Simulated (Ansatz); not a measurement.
**Au, response to strain**

Base system: Au in the fcc (Cu type) structure (space group Fm-3m, No. 225; a = 4.1245 Å; relaxed with 0.1 eV smearing). Axes: x, y, z lie along the cube axes.

Strains are applied to the cell and any free atomic positions relax; under biaxial strain the out-of-plane vector relaxes too.

Level of theory: r2SCAN (Ansatz, a quantum-chemistry and plane-wave program; PAW; 500 eV plane waves; scalar-relativistic without spin-orbit coupling).

Notes on the quantities. in-plane stress: mean in-plane stress (compression positive).

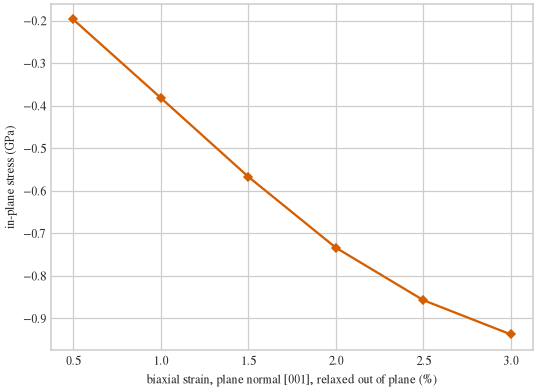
Figure. in-plane stress against biaxial strain, plane normal [001], relaxed out of plane

Task: From the plot, what is the in-plane stress for biaxial strain +1.00 %, plane normal [001], relaxed out of plane?

Result: About -0.4 GPa.

Task: Is the trend monotonic over the range shown?

Result: Yes, it falls throughout, spanning -0.9 GPa to -0.2 GPa.

Stability against distortions was not tested.
